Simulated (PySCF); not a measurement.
## Electronic structure of Cl4O2Si2 (cyclo-(Cl2SiO)2) in real space

```yaml
atoms:
  - { symbol: Si, position_ang: [-0.5056, -0.7098, -0.8218] }
  - { symbol: Cl, position_ang: [-2.1647, -1.8155, -0.4928] }
  - { symbol: Cl, position_ang: [0.1321, -0.9630, -2.7242] }
  - { symbol: O, position_ang: [-0.6610, 0.9023, -0.3593] }
  - { symbol: Si, position_ang: [0.5398, 0.6881, 0.8009] }
  - { symbol: Cl, position_ang: [-0.0972, 0.9414, 2.7038] }
  - { symbol: Cl, position_ang: [2.1986, 1.7948, 0.4709] }
  - { symbol: O, position_ang: [0.6961, -0.9240, 0.3386] }
```

Geometry: PBE0-D3(BJ)/def2-SVP.

Computed with PySCF 2.14.0, PBE0/pcSseg-1, SCF density, gas phase, non-relativistic.

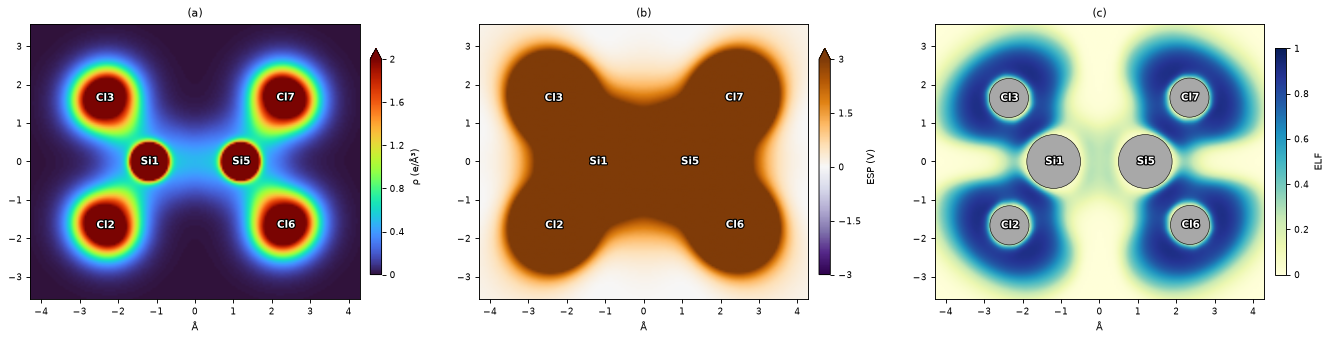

Figure 1. (a) electron density; (b) molecular electrostatic potential; (c) electron localisation function on the plane of atoms Cl2, Si1 and Si5. Grey discs cover the atomic cores in the ELF map.

Describe what can be read from this map.

Atoms in the plane: Si and Cl. Si–Cl (2.02 Å): the density is about 0.98 e/Å³ at the midpoint; the ELF peaks at about 0.90 between the atoms, as expected for a shared but strongly polarised pair. Si–Si (2.38 Å): ρ is about 0.49 e/Å³ halfway; the ELF is about 0.25 at the midpoint. The ELF also peaks beside Cl2, Cl6, Cl3 and Cl7, away from the bonds: lone-pair regions. The potential has no marked negative region in this plane.

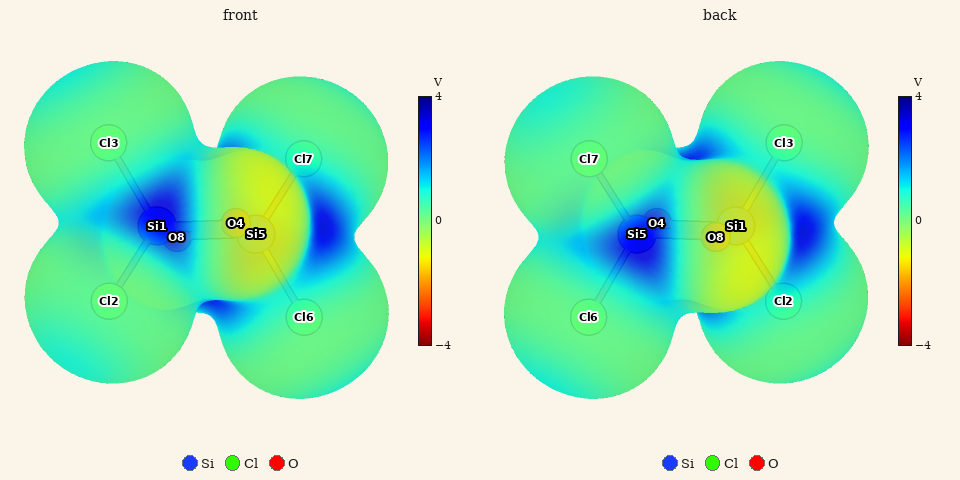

Figure 2. The molecular electrostatic potential painted on the density surface at 0.004 e/bohr³, seen from the front and from behind; red is negative and blue positive.

Where is the surface potential most negative and most positive?

The most negative region (about −1.1 V, or −25 kcal/mol for a unit charge) lies over O4 and O8, the most positive (about +3.1 V, or +71 kcal/mol for a unit charge) over Si1 and Si5. Cl2 shows a σ-hole: about +1.0 V, or +23 kcal/mol for a unit charge at the tip opposite its bond, against about +0.2 V on its flanks. Cl3 shows a σ-hole: about +1.0 V, or +23 kcal/mol for a unit charge at the tip opposite its bond, against about +0.2 V on its flanks. Cl6 shows a σ-hole: about +1.0 V, or +23 kcal/mol for a unit charge at the tip opposite its bond, against about +0.2 V on its flanks. Cl7 shows a σ-hole: about +1.0 V, or +23 kcal/mol for a unit charge at the tip opposite its bond, against about +0.2 V on its flanks.
